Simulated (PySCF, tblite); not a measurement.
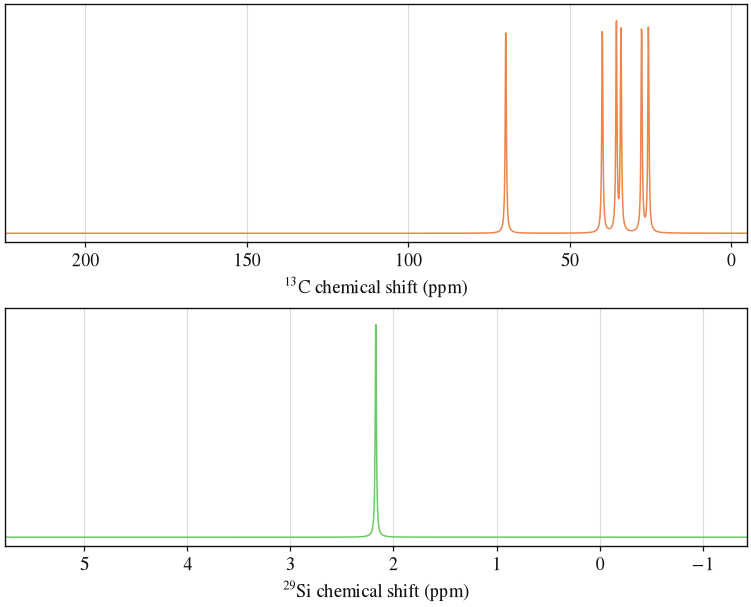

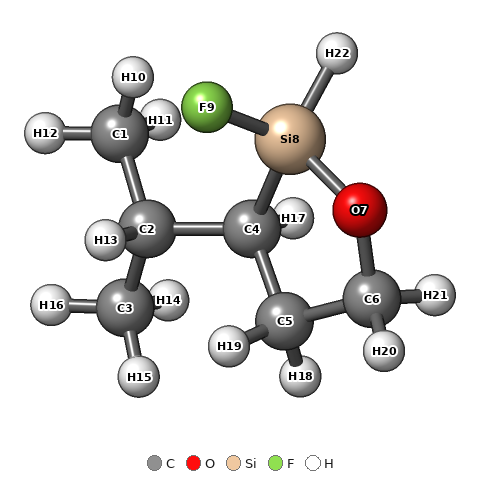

Spectrum and numbered structure of C₆H₁₃FOSi, SMILES CC(C)[C@@H]1CCO[Si@@H]1F. GIAO shifts, PBE0/pcSseg-1, PySCF 2.14.0, at a GFN2-xTB geometry (a minimum by its frequencies), against TMS for ¹³C and TMS for ²⁹Si computed at the same level. Gas phase, fully decoupled, line heights follow the number of nuclei, widths are arbitrary (no quadrupolar broadening); values of one conformer, averaged over methyl-type rotors and exact or near symmetry; other conformers aren't averaged in.

Which atoms give which ¹³C line?

Answer.
```csv
δ (ppm),nuclei,atoms
69.7,1,C6
39.8,1,C4
35.5,1,C5
34.1,1,C2
27.7,1,C1
25.6,1,C3
```

The order of signals that lie close, as those under 2 ppm apart, is within the error of the method.

Where does the ²⁹Si line lie?

Answer. At 2.2 ppm (Si8).

Note: the tight-binding geometry is rougher than a DFT one and adds to the error.
